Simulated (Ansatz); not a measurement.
CAlBrO (charge −1, doublet)

Input file:

```
basis:
  gaussian: {orbitals: def2-TZVPD}
crystal:
  periodic: [false, false, false]
  atoms:
    - symbol: C
      position_ang: [0.139081, -1.922985, 2.708585]
    - symbol: Al
      position_ang: [-0.898878, -0.510700, 3.713360]
    - symbol: Br
      position_ang: [-3.055957, -1.455270, 2.874493]
    - symbol: O
      position_ang: [0.962916, -2.612129, 2.236864]
total_charge: -1
magnetization: {spin_polarized: true, initial_magnetization: 1}
hamiltonian: {xc: pbe0}
output: {forces: true, orbitals: {seedname: orbitals}}
```

Launched as:

```sh
ansatz run input.yaml --threads 2 --pin off --max-ram 4350MiB --events-out events.jsonl --progress --plain --runs-dir runs
```

Geometry: PBE0-D3(BJ)/def2-SVPD.

Method: Ansatz, isolated molecule in a Gaussian basis; Kohn-Sham density functional theory, functional PBE0.

### Predict the electron density, electron localisation function and spin density between the atoms.

C–O (1.17 Å): the density is about 3.7 e/Å³ at the midpoint; the ELF peaks at about 0.85 between the atoms (a short, multiple covalent bond).
C–Al (2.02 Å): the density is about 0.53 e/Å³ at the midpoint; the ELF peaks at about 0.95 in the valence shell of C, 0.7 Å from its nucleus, and is about 0.70 at the midpoint.
Al–Br (2.50 Å): the density is about 0.42 e/Å³ at the midpoint, with its minimum of 0.28 e/Å³ about 0.9 Å from Al; the ELF peaks at about 0.80 in the valence shell of Br, 1.1 Å from its nucleus, and is about 0.80 at the midpoint.
The unpaired spin (1 electron) lies mostly on C1 (about 0.4), Al2 (about 0.4) and O4 (about 0.2), in electrons by Hirshfeld's partition.

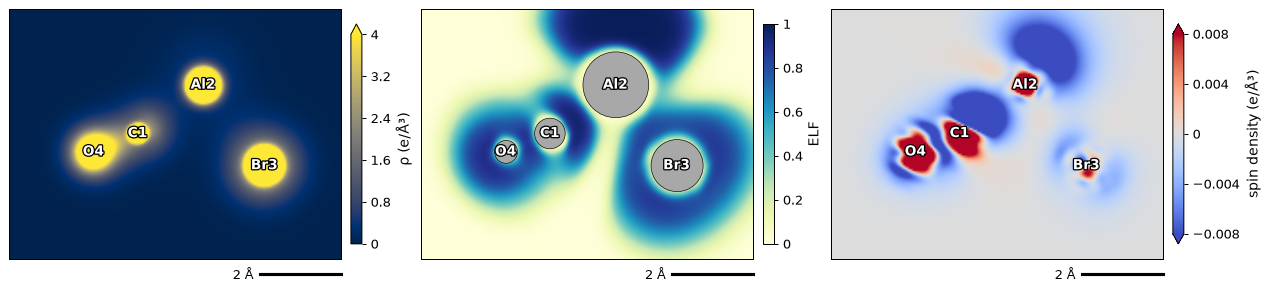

Computed electron density, electron localisation function and spin density on the molecular plane, in this order. Grey discs cover the atomic cores in the ELF map. 
